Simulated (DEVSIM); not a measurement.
System: double heterostructure, GaAs between p- and n-type In0.49Ga0.51P, at 350 K.

| layer (left to right) | material | thickness (μm) | Nd (cm⁻³) | Na (cm⁻³) | τn (s) | τp (s) |
|---|---|---|---|---|---|---|
| 1 | In0.49Ga0.51P | 0.360 | - | 6.9e17 | 7.6e-10 | 7.6e-10 |
| 2 | GaAs | 0.0880 | 7.3e15 | - | 7.6e-10 | 7.6e-10 |
| 3 | In0.49Ga0.51P | 0.200 | 2.1e17 | - | 7.6e-10 | 7.6e-10 |

Left contact: ohmic. Right contact: ohmic. Voltage is applied to the left contact. Recombination: SRH at mid-gap, radiative, Auger. Mobility is constant in doping.

This is a model device: material constants are rounded textbook-type values typed into the input, and sizes, dopings and lifetimes were drawn at random. Values at 300 K; Nc and Nv go as T^1.5, mobilities as T to minus their exponent, the gap by Varshni's rule with the affinity fixed.

```csv
parameter,In0.49Ga0.51P,GaAs
gap (eV),1.89,1.424
affinity (eV),4,4.07
permittivity,11.8,12.9
Nc (cm⁻³),9e17,4.7e17
Nv (cm⁻³),1.3e19,9e18
μn (cm²/Vs),1500,8500
μp (cm²/Vs),80,400
T exponent of μn,1.66,2.1
T exponent of μp,2,2.2
B (cm³/s),1e-10,2e-10
Cn (cm⁶/s),3e-30,1e-30
Cp (cm⁶/s),3e-30,1e-30
Varshni α (eV/K),0.0005,0.000541
Varshni β (K),250,204
```

Simulated with DEVSIM: 1D drift-diffusion, Boltzmann statistics, complete ionisation; no tunnelling, impact ionisation, image-force lowering or self-heating. Band offsets follow the typed affinities; no thermionic-emission limit at abrupt steps, no polarisation charge.

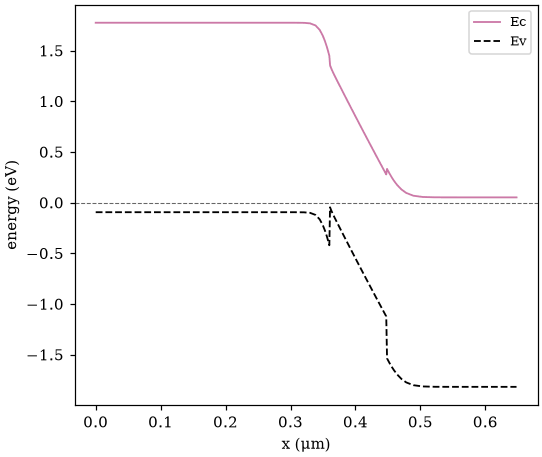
Fig. 1. Band edges at zero bias

Energies count from the Fermi level of the right contact; mesh points crowd at the junctions.

| x (μm) | Ec (eV) | Ev (eV) | n (cm⁻³) | p (cm⁻³) | field (V/cm) |
|---|---|---|---|---|---|
| 0.000 | 1.774 | -0.096 | < 1e2 | 6.9e17 | ≈ 0 |
| 0.005987 | 1.774 | -0.096 | < 1e2 | 6.9e17 | ≈ 0 |
| 0.01923 | 1.774 | -0.096 | < 1e2 | 6.9e17 | ≈ 0 |
| 0.05072 | 1.774 | -0.096 | < 1e2 | 6.9e17 | ≈ 0 |
| 0.1513 | 1.774 | -0.096 | < 1e2 | 6.9e17 | ≈ 0 |
| 0.2670 | 1.774 | -0.096 | < 1e2 | 6.9e17 | ≈ 0 |
| 0.3207 | 1.773 | -0.097 | < 1e2 | 6.7e17 | -2100 |
| 0.3498 | 1.645 | -0.225 | < 1e2 | 9.5e15 | -150000 |
| 0.3581 | 1.488 | -0.382 | < 1e2 | 5.2e13 | -230000 |
| 0.3626 | 1.323 | -0.077 | < 1e2 | 8.7e17 | -150000 |
| 0.3713 | 1.209 | -0.192 | < 1e2 | 1.9e16 | -130000 |
| 0.3990 | 0.863 | -0.538 | 220000 | 2.0e11 | -120000 |
| 0.4267 | 0.524 | -0.877 | 1.7e10 | 2700000 | -120000 |
| 0.4405 | 0.359 | -1.042 | 4.0e12 | 11000 | -120000 |
| 0.4486 | 0.332 | -1.538 | 1.9e13 | < 1e2 | -130000 |
| 0.4558 | 0.249 | -1.621 | 2.9e14 | < 1e2 | -100000 |
| 0.4708 | 0.129 | -1.741 | 1.6e16 | < 1e2 | -57000 |
| 0.5036 | 0.055 | -1.815 | 1.8e17 | < 1e2 | -4000 |
| 0.5871 | 0.051 | -1.819 | 2.1e17 | < 1e2 | ≈ 0 |
| 0.6227 | 0.051 | -1.819 | 2.1e17 | < 1e2 | ≈ 0 |
| 0.6391 | 0.051 | -1.819 | 2.1e17 | < 1e2 | ≈ 0 |
| 0.6480 | 0.051 | -1.819 | 2.1e17 | < 1e2 | ≈ 0 |
